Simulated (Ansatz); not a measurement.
# Does disorder add resistance in series? V(100) layers displaced at 800 K

Two lengths of the disordered region are known. What area resistance does the third give?

How it was computed: Ansatz 0.2.0, plane waves with PAW datasets at their recommended cutoffs (420 eV for most), Fermi-Dirac smearing; ballistic transmission by layer matching. The area resistance is RA = A (h/2e²)(1/T − 1/N), with T the zone-mean transmission per spin and N the lead's channels, both averaged over a few energies near the Fermi level; for magnets each spin is taken apart, with h/e², and the two conduct in parallel. Lateral cell 2x2, PBE, a fresh random draw for each length. Atoms are displaced independently, by 0.126 Å r.m.s. per direction; each RA is scaled by the nominal over the drawn mean square displacement.

The runs, with one result withheld:

```tsv
length (Å)	channels N	RA (fΩ m²)
6.05	9.911	0.495
12.1	9.901	0.745
18.2	9.901	?
```

Worked fit:

Ohm's law makes RA linear in the length: the slope is (0.745 − 0.495)/(12.1 − 6.05) = 0.0414 fΩ m² per Å, or 41 µΩ cm. Then 0.745 + 0.0414 × 6.05. Predicted: 0.995 fΩ m².

What the run gave:

1.07 fΩ m², so the prediction is 6.7 % too low. The three lengths together give 47 µΩ cm. The two increments are 0.25 and 0.32 fΩ m², roughly as Ohm's law has it, though with one draw for each length that is a weak test.

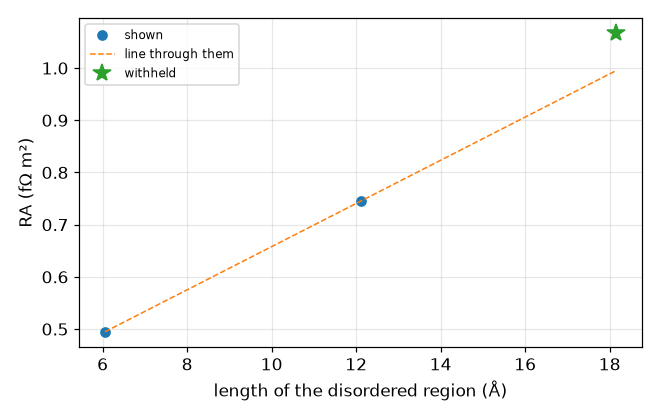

Area resistance against length.

Caveats: The scatterers repeat sideways with the small cell. The slope is a raw one; a model of isotropic scattering puts it 1.01 times the bulk value over these lengths.

[Logs are printed without paths, hosts, clocks, repeated set-up lines and the standing remarks that a program may print on its own settings, such as how far it seeks lower states.]
